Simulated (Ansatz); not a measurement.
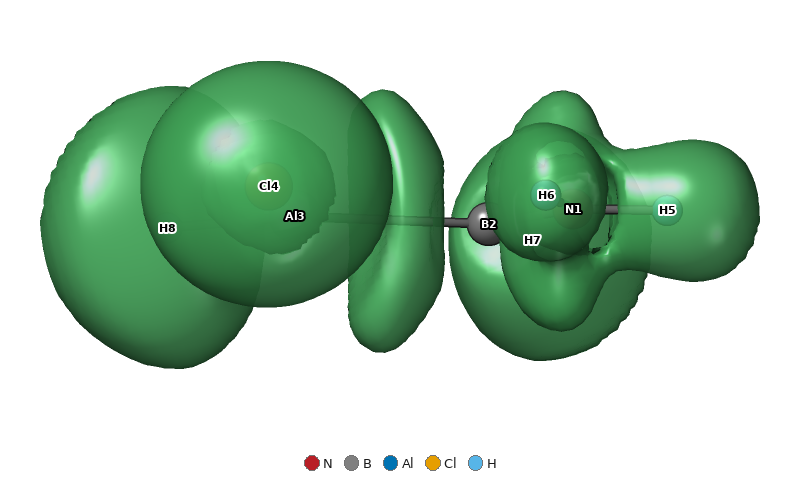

Figure. AlBClH₄N. Isosurface of the electron localisation function at 0.75 (green), seen from one side. Core shells and regions of very low density are left out.

The calculation used RKS PBE0-D4/6-31G* in Ansatz 0.2.0.

| atom | x (Å) | y (Å) | z (Å) |
| --- | --- | --- | --- |
| N | -0.1380 | 1.3870 | 0.3150 |
| B | 0.7924 | 0.3854 | 0.0639 |
| Al | -0.0231 | -1.5378 | -0.3447 |
| Cl | -2.1634 | -1.5385 | -0.2814 |
| H | 0.1152 | 2.3447 | 0.5223 |
| H | -1.1381 | 1.2317 | 0.3083 |
| H | 1.9542 | 0.6900 | 0.0999 |
| H | 0.6009 | -2.9625 | -0.6832 |

What do the ELF domains correspond to?

The ELF exceeds this value in one region between bonded Al–B atoms (shared pairs), two regions around hydrogen nuclei, one region on Cl in which the atom's valence shell and bonds are merged and one joined region spread over several atoms (H, N), in which their bonds and any lone pairs are merged.

Values along the shortest contacts:
B–N (1.39 Å): the ELF peaks at about 0.90 between the atoms: a polar covalent bond. Al–B (2.13 Å): the ELF peaks at about 1 between the atoms: a shared electron pair.
